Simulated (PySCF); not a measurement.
**N2O, SMILES `[N-]=[N+]=O`: what the electrons do**

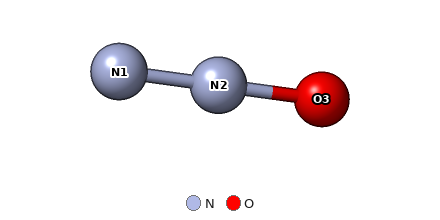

The molecule, with its atoms numbered as below. No frequency check shows the geometry to be a minimum.

Cartesian coordinates (Å):

```
N1       1.1723    0.0000    0.0000
N2       0.0665    0.0000    0.0000
O3      -1.0839    0.0000    0.0000
```

Part 1: Bonding charge

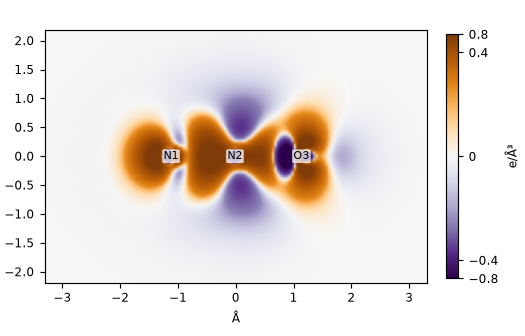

Deformation density (molecule less spherical, spin-averaged free atoms) in the molecular plane; colour scale in e/Å³, logarithmic beyond ±0.1; orange: gain, purple: loss.

Computed with PySCF, HF/6-31+G*, geometry: GFN2-xTB.

Q: Describe the bonding that the map shows.

A: N2–O3: +0.46 e/Å³ at the bond critical point (bond length 1.15 Å). N1–N2: +0.41 e/Å³ at the bond critical point (bond length 1.11 Å). In all, 1.0 electrons gather in the regions of gain relative to the promolecule.

Part 2: Bond critical points

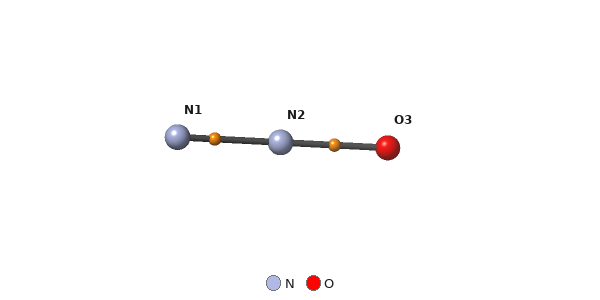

Molecular graph of the electron density (QTAIM): bond paths, bond critical points (orange), ring points (yellow, if any); weak paths are dashed.

Q: How many critical points of each kind are there, and does the count close?

A: 3 nuclei, 2 bond, 0 ring and 0 cage critical points: 3 − 2 + 0 − 0 = 1, as the Poincaré–Hopf relation requires.

Q: Give the properties at the bond critical points.

A:
```csv
bond,length (Å),ρ (a.u.),∇²ρ (a.u.),ε,H (a.u.)
N1–N2,1.106,0.590,−1.29,0.00,−1.354
N2–O3,1.150,0.578,−1.28,0.00,−0.821
```

Q: What kind of interaction is N1–N2?

A: Shared-shell (covalent): ρ = 0.590, ∇²ρ = −1.29, H = −1.354 a.u.

Part 3: Local ionisation energy

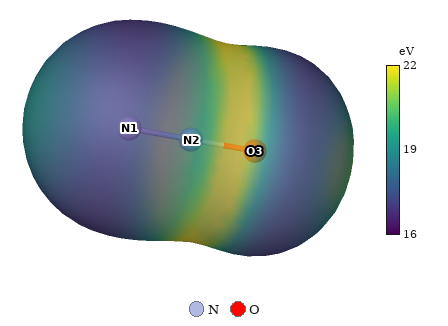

Average local ionisation energy on the surface of electron density 0.001 a.u.

Q: Where are the most loosely bound electrons on this surface?

A: The lowest value is 16.9 eV, 1.8 Å from N1, and at like points elsewhere. Further minima include 17.0 eV, off the molecular plane, over O3 (1.8 Å), and at like points elsewhere. For comparison, the highest occupied orbital lies at −13.4 eV.

Part 4: In an electric field

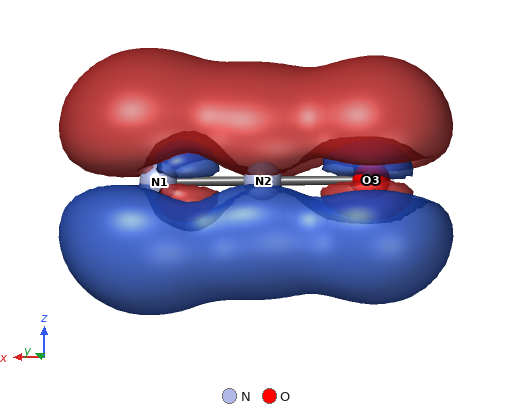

Change of the electron density in a uniform field of 0.21 V/Å, surfaces at ±0.0006 e/Å³ (red: gain, blue: loss).

PySCF calculation, PBE0/6-31+G*, gas phase; geometry: GFN2-xTB. The basis has diffuse s and p functions alone, which still leaves polarisabilities too small, most of all across bonds.

The field was applied in both directions; the picture shows the one opposite to the script's first.

Q: Along which Cartesian direction does the field point?

A: Along −z: electrons gather on the +z side, against the field.

Q: What dipole is induced, and what polarisability does it imply?

A: The induced dipole is 0.10 D (along the field); α along this axis, from the fields in both directions, is 9 bohr³ (1.4 Å³).

Part 5: Localised orbitals

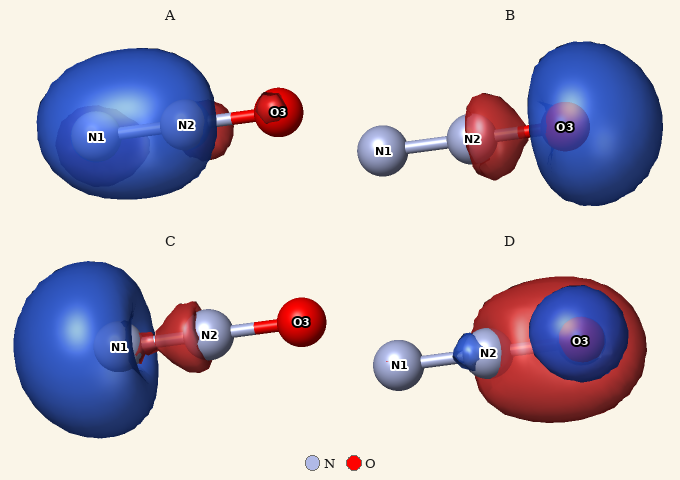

Foster–Boys orbitals, occupied; each surface holds about 85 % of the orbital's density. Energies are diagonal elements of the Fock matrix.

Method: TPSSh/cc-pVTZ; geometry: GFN2-xTB; program: PySCF.

Q: Name the orbitals, with their atomic make-up and energies.

A: By panel:
- A: bent (banana) bond N1–N2 (N1 51 %, N2 47 %; −17.9 eV)
- B: lone pair on O3 (sp0.6-type) (O3 98 %; −17.3 eV)
- C: lone pair on N1 (sp0.6-type) (N1 99 %; −13.2 eV)
- D: bent (banana) bond O3–N2 (O3 70 %, N2 27 %; −18.4 eV)
